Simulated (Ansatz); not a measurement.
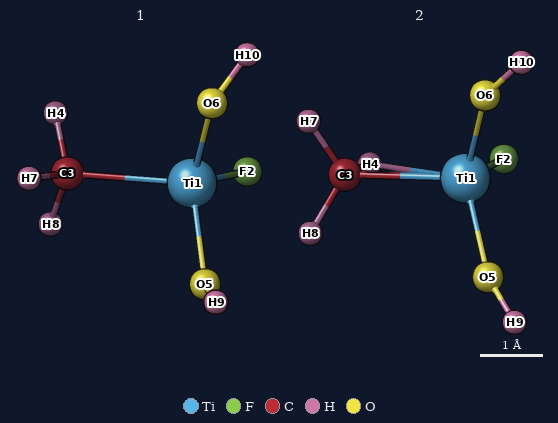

Two geometries of CH₅FO₂Ti, drawn at one scale. One is the start of a relaxation, the other its converged end. The picture is a ball-and-stick view, seen at a tilt.

Method: Ansatz 0.2.0, RKS PBE/def2-SVP. Settings: no spin polarisation; force threshold 0.03 eV/Å; at most 50 steps.

Q: Which of the two is the end point?

A: Structure 1 is the relaxed one. The run prepares an end point of a later path (reaction) calculation, from a guessed geometry. After 18 accepted moves (20 points after the start) the energy has fallen by 90.4 kJ/mol. Largest force component: 2.7 eV/Å at the start, 0.024 eV/Å at the end. The line search rejected the trial steps at points 7, 9 of the run. The forces were under the threshold at step 18, but the run went on from there. The largest move after the best rigid fit is that of H4, 1.12 Å. Largest moves by element: H 1.12 Å, F 0.51 Å, Ti 0.18 Å, O 0.17 Å, C 0.04 Å. Among the contacts that change: Ti1–H4 2.231 → 2.667 Å, Ti1–F2 2.052 → 1.763 Å, Ti1–C3 2.038 → 2.080 Å, Ti1–O5 1.761 → 1.791 Å. Among the angles between lasting bonds that change: Ti1–O5–H9 162.2° → 131.2°, Ti1–C3–H4 85.1° → 109.6°, F2–Ti1–C3 91.0° → 106.9°. Groups turn about Ti1–C3 by about 55°.
